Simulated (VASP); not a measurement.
# CoSi2 with PBE + U: from relaxation to properties, part 2 of 8

Wanted: the relaxed cell of CoSi2 and its properties. The start is a cell from a database of measured crystal structures.

VASP 6.6.1, plane waves and PAW; the level of theory is named at each step.

Still holding for the runs below: A U on the itinerant d states of such a compound is hard to justify; it moves the bands at the Fermi level.

So far. Step 2 (Magnetic order: ferromagnetic): The moments fall under 0.1 μB, and the mesh shows no gap.

### Step 3. Magnetic order: antiferromagnetic, q = (0, 0, 1/2)

This step: PBE, DFT+U (Co d 4 eV), spin-polarised from an antiferromagnetic start; plane waves and PAW (Co, Si) (VASP 6.6.1).

System of this step: CoSi2. It takes space group Fm-3m (No. 225, cubic). The conventional cell has a = 5.365 Å, b = 5.365 Å, c = 5.365 Å, α = 90.00°, β = 90.00°, γ = 90.00°. Nearest to Co lie 8 Si at 2.32 Å. Nearest to Si lie 4 Co at 2.32 Å. Farther neighbours are not listed.

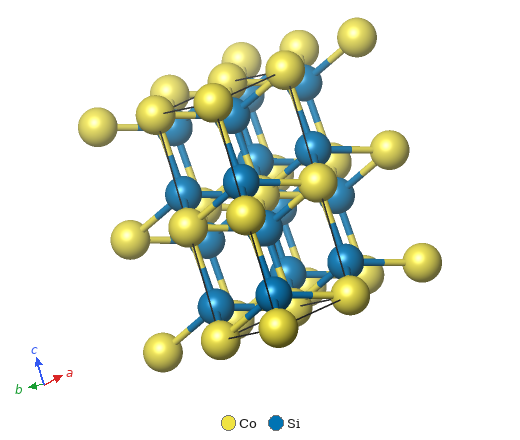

The cell of this step (cobalt yellow, silicon blue). 2×2×1 cells are drawn. Some periodic images of atoms are drawn too.

Next, a pattern with opposite moments, which needs a doubled cell; q is given in the reciprocal vectors of the primitive cell.

File INCAR:

```
SYSTEM = CoSi2
PREC = Accurate
ENCUT = 400
EDIFF = 1E-06
NELM = 100
ISMEAR = 0
SIGMA = 0.05
LREAL = .FALSE.
ALGO = Normal
GGA = PE
NBANDS = 26
ISPIN = 2
MAGMOM = 2 -2 0 0 0 0
LDAU = .TRUE.
LDAUTYPE = 2
LDAUL = 2 -1
LDAUU = 4 0
LDAUJ = 0 0
LDAUPRINT = 1
LASPH = .TRUE.
LMAXMIX = 4
LORBIT = 11
LWAVE = .FALSE.
LCHARG = .FALSE.
KPAR = 8
ISIF = 2
```

File POSCAR:

```
CoSi2
1.0
    0.0000000000      2.6825000000      2.6825000000
    2.6825000000      0.0000000000      2.6825000000
    5.3650000000      5.3650000000      0.0000000000
Co Si
2 4
Direct
    0.0000000000      0.0000000000      0.0000000000
    0.0000000000      0.0000000000      0.5000000000
    0.2500000000      0.2500000000      0.1250000000
    0.2500000000      0.2500000000      0.6250000000
    0.7500000000      0.7500000000      0.3750000000
    0.7500000000      0.7500000000      0.8750000000
```

File KPOINTS:

```
Automatic mesh
0
Gamma
7 7 7
0 0 0
```

The projector-augmented-wave data sets are Co and Si (PBE family, release 64).

Started as:

```bash
mpirun -np 8 vasp_std
```

The log of the run:

```text
[banner, memory and clock lines left out]
running    8 mpi-ranks, on    1 nodes
 distrk:  each k-point on    1 cores,    8 groups
 distr:  one band on    1 cores,    1 groups

 POSCAR found type information on POSCAR CoSi
 POSCAR found :  2 types and       6 ions
 [... a notice as in an earlier step ...]

 LDA part: xc-table for (Slater+PW92), standard interpolation
 POSCAR, INCAR and KPOINTS ok, starting setup
 FFT: planning ... GRIDC
 FFT: planning ... GRID_SOFT
 FFT: planning ... GRID
 WAVECAR not read
 entering main loop
       N       E                     dE             d eps       ncg     rms          rms(c)
DAV:   1     0.172068513267E+03    0.17207E+03   -0.11812E+04  4576   0.107E+03
DAV:   2    -0.205167934705E+02   -0.19259E+03   -0.18069E+03  4642   0.257E+02
DAV:   3    -0.322020652958E+02   -0.11685E+02   -0.11303E+02  5814   0.768E+01
DAV:   4    -0.325138631999E+02   -0.31180E+00   -0.30988E+00  5682   0.120E+01
DAV:   5    -0.325251714270E+02   -0.11308E-01   -0.11300E-01  6410   0.229E+00    0.197E+01
DAV:   6    -0.374310182053E+02   -0.49058E+01   -0.37319E+01  5548   0.106E+02    0.211E+01
DAV:   7    -0.314272180061E+02    0.60038E+01   -0.18921E+01  5602   0.906E+01    0.631E+00
DAV:   8    -0.316826621520E+02   -0.25544E+00   -0.26339E+00  7066   0.142E+01    0.344E+00
DAV:   9    -0.316214460764E+02    0.61216E-01   -0.34596E-01  6770   0.922E+00    0.126E+00
DAV:  10    -0.316293229811E+02   -0.78769E-02   -0.46899E-02  5654   0.219E+00    0.548E-01
DAV:  11    -0.316312024743E+02   -0.18795E-02   -0.68821E-03  7290   0.136E+00    0.332E-01
DAV:  12    -0.316325930255E+02   -0.13906E-02   -0.20839E-03  6644   0.709E-01    0.143E-01
DAV:  13    -0.316328742736E+02   -0.28125E-03   -0.37274E-04  7568   0.350E-01    0.499E-02
DAV:  14    -0.316329283991E+02   -0.54126E-04   -0.12389E-04  5950   0.932E-02    0.314E-02
DAV:  15    -0.316329598471E+02   -0.31448E-04   -0.39682E-05  6096   0.837E-02    0.154E-02
DAV:  16    -0.316329623253E+02   -0.24782E-05   -0.92885E-06  5442   0.282E-02    0.635E-03
DAV:  17    -0.316329626610E+02   -0.33568E-06   -0.29264E-07  2686   0.642E-03
   1 F= -.31632963E+02 E0= -.31631460E+02  d E =-.300453E-02  mag=    -0.0000
```

Wall time 59 s (8 MPI ranks of Intel Xeon Platinum 8259CL at 2.50GHz (Skylake/Cascade Lake), shared host); peak memory 2.4 GiB.

OUTCAR, selected parts (step 3):

```text
  LATTYP: Found a trigonal (rhomboedric) cell.
 ALAT       =     6.5707562350
 COS(alpha) =     0.8333333333

 Subroutine GETGRP returns: Found 12 space group operations
 (whereof 12 operations were pure point group operations)

The static configuration has the point symmetry D_3d.

 Found     44 irreducible k-points:

   k-points           NKPTS =     44   k-points in BZ     NKDIM =     44   number of bands    NBANDS=     26

   dimension x,y,z NGX =    28 NGY =   28 NGZ =   50
   dimension x,y,z NGXF=    56 NGYF=   56 NGZF=  100

   ENCUT  =  400.0 eV  29.40 Ry    5.42 a.u.   6.19  6.19 12.37*2*pi/ulx,y,z

   NELECT =      34.0000    total number of electrons

atom =   1  type =  1  l = 2

 onsite density matrix

spin component  1

  0.7397  0.0004 -0.0001  0.0004  0.0000
  0.0004  0.7397 -0.0000 -0.0004  0.0001
 -0.0001 -0.0000  0.8441 -0.0000 -0.0000
  0.0004 -0.0004 -0.0000  0.7397 -0.0001
  0.0000  0.0001 -0.0000 -0.0001  0.8441

spin component  2

  0.7397  0.0005 -0.0001  0.0005  0.0000
  0.0005  0.7397 -0.0000 -0.0005  0.0001
 -0.0001 -0.0000  0.8440 -0.0000 -0.0000
  0.0005 -0.0005 -0.0000  0.7397 -0.0001
  0.0000  0.0001 -0.0000 -0.0001  0.8440

 occupancies and eigenvectors

  o =  0.7388  v =  0.0000  0.0000  0.0000  0.0000  0.0000 -0.5774  0.5774  0.0000  0.5774 -0.0000      0.0000  0.0000  0.0000  0.0000  0.0000  0.0000  0.0000  0.0000  0.0000  0.0000
  o =  0.7388  v = -0.5774  0.5774 -0.0000  0.5774 -0.0000  0.0000  0.0000  0.0000  0.0000  0.0000      0.0000  0.0000  0.0000  0.0000  0.0000  0.0000  0.0000  0.0000  0.0000  0.0000
  o =  0.7401  v =  0.7783  0.6028  0.0007  0.1755 -0.0002  0.0000  0.0000  0.0000  0.0000  0.0000      0.0000  0.0000  0.0000  0.0000  0.0000  0.0000  0.0000  0.0000  0.0000  0.0000
  o =  0.7401  v =  0.2467 -0.5507  0.0002  0.7974  0.0007  0.0000  0.0000  0.0000  0.0000  0.0000      0.0000  0.0000  0.0000  0.0000  0.0000  0.0000  0.0000  0.0000  0.0000  0.0000
  o =  0.7402  v =  0.0000  0.0000  0.0000  0.0000  0.0000  0.3179  0.8103  0.0003 -0.4924 -0.0006      0.0000  0.0000  0.0000  0.0000  0.0000  0.0000  0.0000  0.0000  0.0000  0.0000
  o =  0.7402  v =  0.0000  0.0000  0.0000  0.0000  0.0000  0.7521  0.1007  0.0006  0.6513  0.0003      0.0000  0.0000  0.0000  0.0000  0.0000  0.0000  0.0000  0.0000  0.0000  0.0000
  o =  0.8440  v =  0.0000  0.0000  0.0000  0.0000  0.0000  0.0006  0.0003 -1.0000  0.0003  0.0000      0.0000  0.0000  0.0000  0.0000  0.0000  0.0000  0.0000  0.0000  0.0000  0.0000
  o =  0.8440  v =  0.0000  0.0000  0.0000  0.0000  0.0000  0.0000  0.0005  0.0000 -0.0005  1.0000      0.0000  0.0000  0.0000  0.0000  0.0000  0.0000  0.0000  0.0000  0.0000  0.0000
  o =  0.8441  v =  0.0006  0.0003 -1.0000  0.0003  0.0000  0.0000  0.0000  0.0000  0.0000  0.0000      0.0000  0.0000  0.0000  0.0000  0.0000  0.0000  0.0000  0.0000  0.0000  0.0000
  o =  0.8441  v =  0.0000  0.0005  0.0000 -0.0005  1.0000  0.0000  0.0000  0.0000  0.0000  0.0000      0.0000  0.0000  0.0000  0.0000  0.0000  0.0000  0.0000  0.0000  0.0000  0.0000

atom =   2  type =  1  l = 2

 onsite density matrix

spin component  1

  0.7397  0.0005 -0.0001  0.0005 -0.0000
  0.0005  0.7397 -0.0000 -0.0005  0.0001
 -0.0001 -0.0000  0.8440 -0.0000 -0.0000
  0.0005 -0.0005 -0.0000  0.7397 -0.0001
 -0.0000  0.0001 -0.0000 -0.0001  0.8440

spin component  2

  0.7397  0.0004 -0.0001  0.0004 -0.0000
  0.0004  0.7397 -0.0000 -0.0004  0.0001
 -0.0001 -0.0000  0.8441 -0.0000 -0.0000
  0.0004 -0.0004 -0.0000  0.7397 -0.0001
 -0.0000  0.0001 -0.0000 -0.0001  0.8441

 occupancies and eigenvectors

  o =  0.7388  v = -0.5774  0.5774 -0.0000  0.5774  0.0000  0.0000  0.0000  0.0000  0.0000  0.0000      0.0000  0.0000  0.0000  0.0000  0.0000  0.0000  0.0000  0.0000  0.0000  0.0000
  o =  0.7388  v =  0.0000  0.0000  0.0000  0.0000  0.0000 -0.5774  0.5774 -0.0000  0.5774  0.0000      0.0000  0.0000  0.0000  0.0000  0.0000  0.0000  0.0000  0.0000  0.0000  0.0000
  o =  0.7401  v =  0.0000  0.0000  0.0000  0.0000  0.0000 -0.0943  0.6552 -0.0001 -0.7495 -0.0007      0.0000  0.0000  0.0000  0.0000  0.0000  0.0000  0.0000  0.0000  0.0000  0.0000
  o =  0.7401  v =  0.0000  0.0000  0.0000  0.0000  0.0000  0.8110  0.4872  0.0007  0.3238 -0.0001      0.0000  0.0000  0.0000  0.0000  0.0000  0.0000  0.0000  0.0000  0.0000  0.0000
  o =  0.7402  v =  0.7704  0.6194  0.0007  0.1510 -0.0002  0.0000  0.0000  0.0000  0.0000  0.0000      0.0000  0.0000  0.0000  0.0000  0.0000  0.0000  0.0000  0.0000  0.0000  0.0000
  o =  0.7402  v = -0.2705  0.5319 -0.0002 -0.8024 -0.0007  0.0000  0.0000  0.0000  0.0000  0.0000      0.0000  0.0000  0.0000  0.0000  0.0000  0.0000  0.0000  0.0000  0.0000  0.0000
  o =  0.8440  v =  0.0006  0.0003 -1.0000  0.0003 -0.0000  0.0000  0.0000  0.0000  0.0000  0.0000      0.0000  0.0000  0.0000  0.0000  0.0000  0.0000  0.0000  0.0000  0.0000  0.0000
  o =  0.8440  v =  0.0000  0.0005 -0.0000 -0.0005  1.0000  0.0000  0.0000  0.0000  0.0000  0.0000      0.0000  0.0000  0.0000  0.0000  0.0000  0.0000  0.0000  0.0000  0.0000  0.0000
  o =  0.8441  v =  0.0000  0.0000  0.0000  0.0000  0.0000  0.0006  0.0003 -1.0000  0.0003 -0.0000      0.0000  0.0000  0.0000  0.0000  0.0000  0.0000  0.0000  0.0000  0.0000  0.0000
  o =  0.8441  v =  0.0000  0.0000  0.0000  0.0000  0.0000  0.0000  0.0005 -0.0000 -0.0005  1.0000      0.0000  0.0000  0.0000  0.0000  0.0000  0.0000  0.0000  0.0000  0.0000  0.0000

 E-fermi :   9.8990

 spin component 1
 k-point     1 :       0.0000    0.0000    0.0000
  band No.  band energies     occupation
    ...
     11       7.6636      1.00000
     12       7.9003      1.00000
     13       7.9003      1.00000
     14       9.5570      1.00000
     15       9.5570      1.00000
     16      10.6509      0.00000
     17      12.6237      0.00000
     18      13.1927      0.00000
     19      13.1927      0.00000
     20      13.2668      0.00000
    ...

 k-point     2 :       0.1429    0.0000    0.0000
  band No.  band energies     occupation
    ...
     11       7.4482      1.00000
     12       7.8140      1.00000
     13       7.8943      1.00000
     14       9.1590      1.00000
     15       9.2028      1.00000
     16      10.3728      0.00000
     17      11.6606      0.00000
     18      12.0270      0.00000
     19      12.1289      0.00000
     20      12.1318      0.00000
    ...

 k-point     3 :       0.2857    0.0000    0.0000
  band No.  band energies     occupation
    ...
     12       7.7976      1.00000
     13       7.8817      1.00000
     14       8.4910      1.00000
     15       8.6662      1.00000
     16       8.7447      1.00000
     17      10.8541      0.00000
     18      10.8587      0.00000
     19      11.7344      0.00000
     20      12.3550      0.00000
     21      13.5737      0.00000
    ...

 k-point     4 :       0.4286    0.0000    0.0000
  band No.  band energies     occupation
    ...
     14       7.8302      1.00000
     15       7.9973      1.00000
     16       8.0849      1.00000
     17       9.7606      0.99996
     18       9.7662      0.99991
     19      11.4595      0.00000
     20      12.6170      0.00000
     21      12.8975      0.00000
     22      13.2269      0.00000
     23      13.2310      0.00000
    ...

  Total       -2.5761712     -2.5761712     -2.5761712     -0.0293887      0.0293887      0.0293887
  in kB      -53.4571896    -53.4571896    -53.4571896     -0.6098336      0.6098336      0.6098336
  external PRESSURE =     -53.4571896 kB  Pullay stress =       0.0000000 kB

  energy-cutoff  :      400.00
  volume of cell :       77.21
      direct lattice vectors                 reciprocal lattice vectors
     0.000000000  2.682500000  2.682500000    -0.186393290  0.186393290  0.186393290
     2.682500000  0.000000000  2.682500000     0.186393290 -0.186393290  0.186393290
     5.365000000  5.365000000  0.000000000     0.093196645  0.093196645 -0.093196645

 POSITION                                       TOTAL-FORCE (eV/Angst)
 -----------------------------------------------------------------------------------
      0.00000      0.00000      0.00000         0.000000     -0.000000     -0.000000
      2.68250      2.68250      0.00000         0.000000     -0.000000     -0.000000
      1.34125      1.34125      1.34125        -0.023648     -0.023648      0.023648
      4.02375      4.02375      1.34125        -0.023648     -0.023648      0.023648
      4.02375      4.02375      4.02375         0.023648      0.023648     -0.023648
      6.70625      6.70625      4.02375         0.023648      0.023648     -0.023648
 -----------------------------------------------------------------------------------
    total drift:                               -0.000000      0.000000      0.000000

  FREE ENERGIE OF THE ION-ELECTRON SYSTEM (eV)
  ---------------------------------------------------
  free  energy   TOTEN  =       -31.6329626610 eV

  energy  without entropy=      -31.6299581344  energy(sigma->0) =      -31.63146040

 total charge
# of ion       s       p       d       tot
------------------------------------------
    1        0.522   0.688   7.771   8.980
    2        0.522   0.688   7.771   8.980
    3        0.716   0.864   0.000   1.580
    4        0.716   0.864   0.000   1.580
    5        0.716   0.864   0.000   1.580
    6        0.716   0.864   0.000   1.580
--------------------------------------------------
tot          3.907   4.831  15.542  24.280

 magnetization (x)
# of ion       s       p       d       tot
------------------------------------------
    1        0.000   0.000   0.000   0.000
    2       -0.000  -0.000  -0.000  -0.000
    3       -0.000   0.000   0.000   0.000
    4        0.000  -0.000   0.000  -0.000
    5        0.000  -0.000   0.000  -0.000
    6       -0.000   0.000   0.000   0.000
--------------------------------------------------
tot          0.000   0.000   0.000   0.000

[... 6 further parts left out ...]
```

This step gave:

```
SCF cycles              : 17
electrons               : 34
bands                   : 26
irreducible k-points    : 44
symmetry operations     : 12
free energy (TOTEN)     : -31.63 eV
energy at zero smearing : -31.63 eV
Fermi energy            : 9.899 eV
pressure                : -5.346 GPa
```

The spin moment in the PAW sphere vanishes on all atoms.

The energy lies -0.4 meV an atom from the first pattern, a difference of sampling, since both runs hold the same state. The moments fall under 0.1 μB, and the mesh shows no gap.

(Continued in part 3 of 8.)

[Lines on the potential files, build, host, timing and source positions are cut from VASP's logs without a mark.]

[Logs are printed without paths, hosts, clocks, repeated set-up lines and the standing remarks that a program may print on its own settings, such as how far it seeks lower states.]

[Hosts, paths, dates, database ids (printed as entryN), source tags and the programs' standing remarks are cut or masked in the printed files.]

[A measured line is paired with the nearest computed mode of its activity, which favours agreement.]
